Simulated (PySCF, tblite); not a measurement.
# C7H7F: dynamics, then NMR shifts on frames, part 1 of 2

Aim: move C7H7F (`C#C[C@H]1CCC=C1F`) away from its starting geometry and see how NMR shifts follow the geometry.

Programs: tblite 0.8.0 and PySCF 2.14.0, with density-fitted response routines of our own. Each step states its level of theory. These are calculated values for one molecule in the gas phase, unless marked as measured. Atoms are numbered from 0 throughout.

## Step 1: The starting structure

15 atoms, charge 0, multiplicity 1; geometry from: GFN2-xTB.

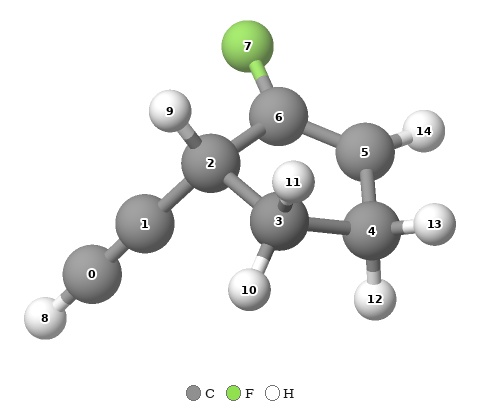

The starting geometry (carbon grey, fluorine green, hydrogen white), atoms numbered; sticks join atoms by distance.

## Step 2: Thermal motion with GFN2-xTB

Job settings and geometry (Å):

```
{"job": {"kind": "md", "xc": "GFN2-xTB", "basis": "xTB", "temperature": 200, "steps": 2000, "every": 50, "frames": 5}, "charge": 0, "multiplicity": 1}
C      2.640720    -0.310745     1.213124
C      1.763379    -0.145758     0.416724
C      0.674364     0.060059    -0.523258
C     -0.421682    -1.020439    -0.392497
C     -1.520192    -0.392756     0.485738
C     -1.267535     1.081293     0.381435
C     -0.088184     1.310909    -0.166093
F      0.464304     2.512123    -0.393922
H      3.418635    -0.460333     1.900582
H      1.090777     0.113519    -1.534442
H     -0.026250    -1.939218     0.036615
H     -0.823511    -1.248473    -1.379863
H     -1.427307    -0.711452     1.527492
H     -2.520351    -0.662049     0.144916
H     -1.961582     1.821310     0.734236
```

Level: GFN2-xTB Langevin dynamics, gas phase.

Command:

```console
$ OMP_NUM_THREADS=1 python probes_run.py task.json out
```

One launch serves the whole session: the jobs run in the order shown.

Log:

```text
t/fs     T/K      E/eV
    0.0   159.5   -631.32804
   25.0   106.5   -631.18415
   50.0   141.6   -631.12557
   75.0   130.1   -631.14165
  100.0   124.7   -631.11029
  125.0   121.4   -631.08471
  150.0   162.9   -631.10783
  175.0   191.5   -631.13183
  200.0   182.4   -631.11185
  225.0   151.5   -631.02165
  250.0   204.0   -631.03639
  275.0   203.2   -631.00297
  300.0   245.3   -631.04206
  325.0   244.6   -631.03952
  350.0   243.4   -631.01415
  375.0   163.2   -630.87844
  400.0   201.2   -630.94035
  425.0   274.9   -630.96853
  450.0   176.5   -630.85522
  475.0   226.2   -630.99889
  500.0   137.5   -630.83888
  525.0   258.6   -630.92855
  550.0   262.8   -630.90870
  575.0   204.9   -630.88953
  600.0   226.3   -630.93194
  625.0   244.9   -630.94024
  650.0   275.5   -630.87673
  675.0   324.5   -631.01277
  700.0   290.9   -630.97189
  725.0   264.2   -630.96156
  750.0   186.8   -630.84381
  775.0   187.5   -630.99010
  800.0   197.6   -631.11861
  825.0   186.2   -631.07071
  850.0   200.9   -631.12968
  875.0   155.3   -631.07992
  900.0   130.7   -631.06086
  925.0   177.5   -631.12774
  950.0   131.6   -630.94710
  975.0   212.6   -631.05204
 1000.0   191.0   -630.98375
```

It took 17 s on 1 thread of Arm Neoverse N1, shared host; peak memory 0.18 GiB.

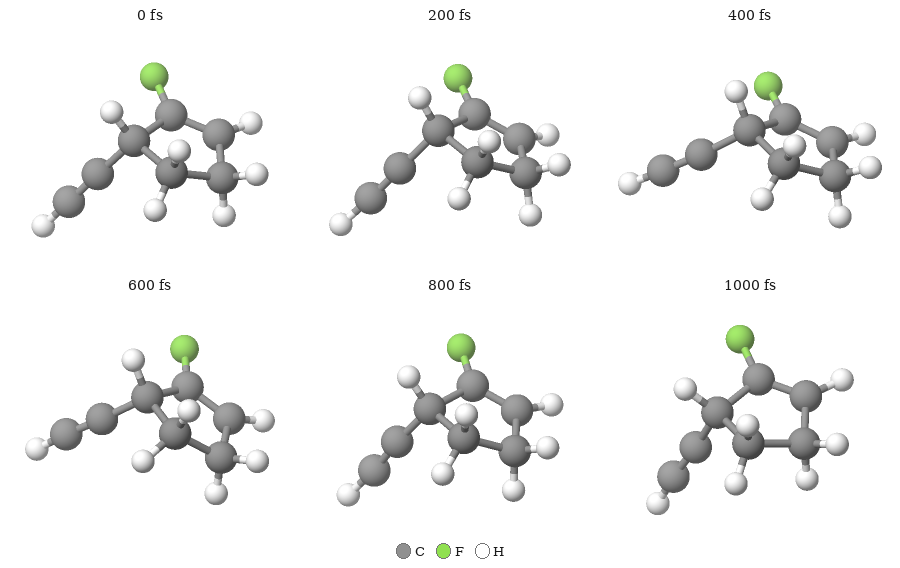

Frames of the run.

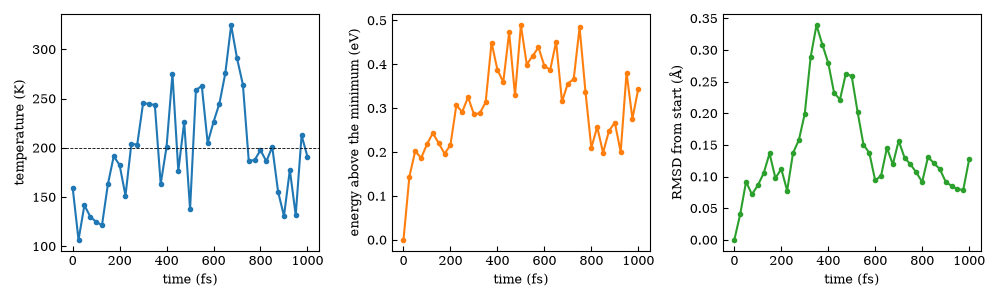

Temperature, potential energy and distance from the start.

Positions (Å) and forces (eV/Å) at 1000 fs:

```xyz
15

C     2.161   -0.112    1.880   -1.078    0.101   -1.129
C     1.419   -0.042    0.925    2.081   -0.070    2.363
C     0.646   -0.005   -0.258    0.015    0.452   -1.338
C    -0.312   -1.187   -0.264   -1.298    0.273    0.688
C    -1.572   -0.553    0.441   -0.974   -1.037   -0.688
C    -1.484    0.927    0.199   -1.508    0.936    0.483
C    -0.274    1.222   -0.190    1.990    0.671   -0.671
F     0.316    2.453   -0.454   -0.942   -1.317    0.283
H     2.717   -0.175    2.766    0.070    0.021    0.028
H     1.340    0.011   -1.132   -0.469    0.101    0.333
H     0.010   -2.063    0.309    0.251    0.321    0.006
H    -0.512   -1.546   -1.262   -0.282    0.178   -0.380
H    -1.490   -0.767    1.512   -0.162    0.127   -0.055
H    -2.560   -0.999    0.079    1.210    0.530    0.369
H    -2.308    1.682    0.398    1.097   -1.287   -0.292
```

## Step 3: NMR shieldings: 250 fs, PBE0/pcSseg-1

Job settings and geometry (Å):

```
{"job": {"kind": "nmr", "xc": "PBE0", "basis": "pcSseg-1", "pop": false}, "charge": 0, "multiplicity": 1}
C      2.420400    -0.591700     0.725400
C      1.514600    -0.213100     0.046300
C      0.329900     0.223600    -0.669900
C     -0.829000    -0.908200    -0.488200
C     -1.866300    -0.285700     0.562400
C     -1.477800     1.135900     0.618400
C     -0.344600     1.387900    -0.013900
F      0.327900     2.557700     0.022200
H      3.301700    -0.973100     1.208200
H      0.572400     0.392900    -1.711900
H     -0.336000    -1.811600    -0.065900
H     -1.331600    -1.173600    -1.416000
H     -1.709900    -0.772200     1.518200
H     -2.855200    -0.416000     0.124600
H     -2.000100     1.887900     1.237100
```

Level: GIAO PBE0/pcSseg-1 NMR shielding, non-relativistic, gas phase.

Log:

```text
coarse grid: 13032 points
cycle   1  E = -370.1061726127  dE =  1.151e+00  |g| = 5.494e-01  |ddm| = 3.656e+00
cycle   2  E = -370.0768813415  dE =  2.929e-02  |g| = 6.912e-01  |ddm| = 1.161e+00
cycle   3  E = -370.1656088564  dE = -8.873e-02  |g| = 1.333e-01  |ddm| = 6.226e-01
cycle   4  E = -370.1692745211  dE = -3.666e-03  |g| = 6.156e-02  |ddm| = 1.669e-01
cycle   5  E = -370.1700842243  dE = -8.097e-04  |g| = 2.135e-02  |ddm| = 5.227e-02
cycle   6  E = -370.1701853235  dE = -1.011e-04  |g| = 4.582e-03  |ddm| = 1.862e-02
cycle   7  E = -370.1701894105  dE = -4.087e-06  |g| = 2.062e-03  |ddm| = 4.803e-03
final grid: 127664 points
cycle   8  E = -370.2280535258  dE = -3.880e-05  |g| = 6.609e-03  |ddm| = 3.957e-02
cycle   9  E = -370.2280480282  dE =  5.498e-06  |g| = 8.350e-03  |ddm| = 1.375e-02
cycle  10  E = -370.2280644337  dE = -1.641e-05  |g| = 1.462e-03  |ddm| = 8.014e-03
cycle  11  E = -370.2280648443  dE = -4.106e-07  |g| = 4.926e-04  |ddm| = 1.401e-03
cycle  12  E = -370.2280648960  dE = -5.166e-08  |g| = 1.980e-04  |ddm| = 4.755e-04
cycle  13  E = -370.2280649044  dE = -8.449e-09  |g| = 3.843e-05  |ddm| = 1.601e-04
cycle  14  E = -370.2280649047  dE = -2.824e-10  |g| = 1.652e-05  |ddm| = 4.593e-05
converged SCF energy = -370.2280649047

GIAO shielding tensors (ppm)
atom      isotropic    diamagn.    paramagn.     s11        s22        s33       span
  0 C      109.447     258.086    -148.639     40.321     44.663    243.356    203.036
  1 C       96.213     265.101    -168.888    -11.811      3.234    297.216    309.027
  2 C      150.893     245.959     -95.066    133.915    154.510    164.254     30.339
  3 C      138.498     248.119    -109.622    105.262    139.399    170.833     65.571
  4 C      158.543     248.594     -90.051    140.159    162.481    172.988     32.829
  5 C       72.916     258.326    -185.411    -17.225     95.833    140.138    157.363
  6 C       14.708     250.546    -235.839    -77.655     47.248     74.530    152.185
  7 F      290.414     473.715    -183.301    181.850    293.795    395.597    213.747
  8 H       29.199      32.446      -3.247     24.332     24.413     38.853     14.521
  9 H       28.613      28.353       0.260     24.659     27.151     34.029      9.370
 10 H       28.658      30.017      -1.360     24.977     28.210     32.786      7.809
 11 H       28.777      30.475      -1.698     24.354     27.653     34.323      9.969
 12 H       28.833      29.622      -0.789     24.990     26.714     34.795      9.805
 13 H       29.062      28.887       0.174     24.576     26.827     35.783     11.207
 14 H       25.970      28.985      -3.014     23.682     25.219     29.010      5.328
```

It took 34 s on 1 thread of Arm Neoverse N1, shared host; peak memory 0.76 GiB.

The references, computed at this level on geometries of the same kind, shield at (ppm): 1H TMS 31.72, 13C TMS 186.9, 19F CFCl3 170.9. Their shielding less the atom's gives the shift. The references are single molecules in the gas phase, so shifts against H2O, NH3, PH3, H3PO4 or CFCl3 are not on the usual liquid scales and can be off by tens of ppm. Each atom is listed at this fixed geometry, with no averaging over motion; a spectrum would average atoms that exchange fast.

```csv
atoms,environment,σ (ppm),δ (ppm)
C6,fully substituted alkene carbon,14.7,172.2
C5,alkene CH,72.9,114.0
C1,alkyne carbon,96.2,90.7
C0,terminal alkyne carbon,109.4,77.5
C3,sp3 CH2 in a ring,138.5,48.4
C2,allylic sp3 CH,150.9,36.0
C4,allylic sp3 CH2,158.5,28.4
H14,hydrogen on an alkene CH,25.97,5.75
H9,hydrogen on an allylic sp3 CH,28.61,3.10
H10,hydrogen on an sp3 CH2 in a ring,28.66,3.06
H11,hydrogen on an sp3 CH2 in a ring,28.78,2.94
H12,hydrogen on an allylic sp3 CH2,28.83,2.88
H13,hydrogen on an allylic sp3 CH2,29.06,2.66
H8,hydrogen on a terminal alkyne carbon,29.20,2.52
F7,vinylic fluorine,290.4,-119.5
```

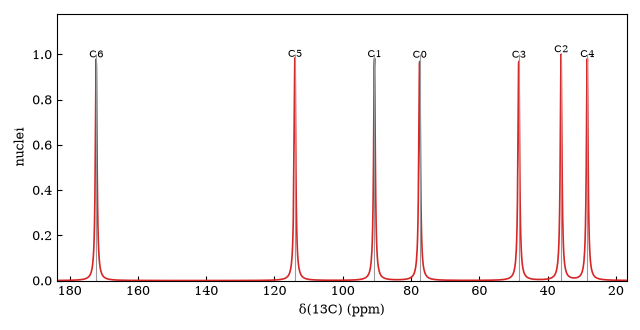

13C lines at the computed shifts, without couplings. Lines are broadened to a width of 0.58 ppm (Lorentzian).

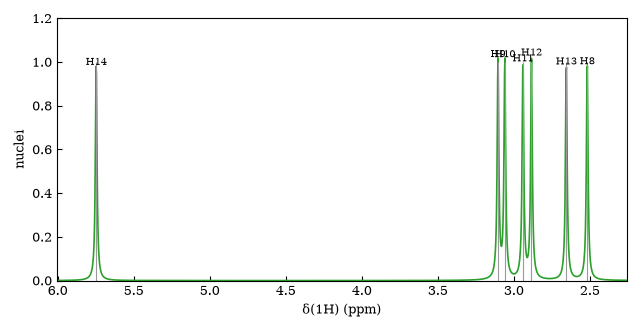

1H lines at the computed shifts, without couplings. Lines are broadened to a width of 0.01 ppm (Lorentzian).

Ring of atoms C2, C3, C4, C5, C6: NICS(0) -5.2, NICS(1) -3.0, NICS(1)zz -1.9 ppm (means of both faces).

## Step 4: Shielding tensors: 425 fs, PBE0/pcSseg-1

Job settings and geometry (Å):

```
{"job": {"kind": "nmr", "xc": "PBE0", "basis": "pcSseg-1", "pop": false}, "charge": 0, "multiplicity": 1}
C      2.595600    -0.220000     0.673700
C      1.579600    -0.217100     0.064600
C      0.260300    -0.018800    -0.497200
C     -0.683100    -1.218600    -0.291000
C     -1.796200    -0.733400     0.580400
C     -1.599500     0.719700     0.777800
C     -0.423400     1.073800     0.252200
F      0.076100     2.330900     0.301600
H      3.536100    -0.207300     1.160400
H      0.419600     0.299400    -1.503500
H     -0.202000    -2.173700    -0.021500
H     -1.246500    -1.488800    -1.197600
H     -1.747200    -1.212500     1.601400
H     -2.797800    -0.922000     0.182100
H     -2.245100     1.333200     1.386000
```

With the program's defaults for keys left out, this is: GIAO PBE0/pcSseg-1 NMR shielding, non-relativistic, gas phase.

Log:

```text
coarse grid: 13032 points
cycle   1  E = -370.0993845721  dE =  1.352e+00  |g| = 5.650e-01  |ddm| = 3.690e+00
cycle   2  E = -370.0678119465  dE =  3.157e-02  |g| = 7.103e-01  |ddm| = 1.161e+00
cycle   3  E = -370.1628756853  dE = -9.506e-02  |g| = 1.402e-01  |ddm| = 6.147e-01
cycle   4  E = -370.1670581036  dE = -4.182e-03  |g| = 5.957e-02  |ddm| = 1.766e-01
cycle   5  E = -370.1678042694  dE = -7.462e-04  |g| = 2.126e-02  |ddm| = 5.351e-02
cycle   6  E = -370.1679032174  dE = -9.895e-05  |g| = 4.983e-03  |ddm| = 1.904e-02
cycle   7  E = -370.1679082311  dE = -5.014e-06  |g| = 2.064e-03  |ddm| = 5.095e-03
final grid: 127664 points
cycle   8  E = -370.2231070717  dE = -3.835e-05  |g| = 6.929e-03  |ddm| = 3.975e-02
cycle   9  E = -370.2230989345  dE =  8.137e-06  |g| = 9.215e-03  |ddm| = 1.507e-02
cycle  10  E = -370.2231190205  dE = -2.009e-05  |g| = 1.528e-03  |ddm| = 8.735e-03
cycle  11  E = -370.2231194861  dE = -4.657e-07  |g| = 4.806e-04  |ddm| = 1.431e-03
cycle  12  E = -370.2231195350  dE = -4.886e-08  |g| = 1.951e-04  |ddm| = 4.876e-04
cycle  13  E = -370.2231195430  dE = -8.018e-09  |g| = 4.286e-05  |ddm| = 1.575e-04
cycle  14  E = -370.2231195434  dE = -3.729e-10  |g| = 1.594e-05  |ddm| = 4.971e-05
converged SCF energy = -370.2231195434

GIAO shielding tensors (ppm)
atom      isotropic    diamagn.    paramagn.     s11        s22        s33       span
  0 C      109.441     257.009    -147.567     38.459     42.524    247.341    208.882
  1 C       98.516     264.568    -166.051     -4.529      3.294    296.784    301.312
  2 C      155.253     242.981     -87.728    134.757    160.761    170.240     35.483
  3 C      161.010     243.828     -82.818    134.057    162.954    186.018     51.961
  4 C      156.741     246.696     -89.956    140.764    159.696    169.762     28.998
  5 C       71.416     258.559    -187.143    -20.103     93.825    140.526    160.629
  6 C       13.815     249.133    -235.318    -85.942     48.181     79.207    165.149
  7 F      295.397     473.915    -178.519    184.110    296.669    405.412    221.303
  8 H       29.838      32.997      -3.159     24.788     24.921     39.804     15.016
  9 H       28.731      27.947       0.784     24.473     27.716     34.004      9.531
 10 H       29.373      28.180       1.193     24.940     28.092     35.088     10.148
 11 H       28.745      28.852      -0.107     23.150     28.026     35.058     11.909
 12 H       28.076      27.699       0.377     24.221     25.786     34.221     10.000
 13 H       29.191      28.549       0.642     24.481     27.164     35.929     11.448
 14 H       26.278      30.585      -4.307     24.370     25.274     29.190      4.820
```

Wall time 34 s (1 thread of Arm Neoverse N1, shared host); peak memory 0.78 GiB.

This run: δ C6 173.1, C5 115.5, C1 88.4, C0 77.5, H14 5.44, H12 3.64 ppm.

(Continued in part 2 of 2.)
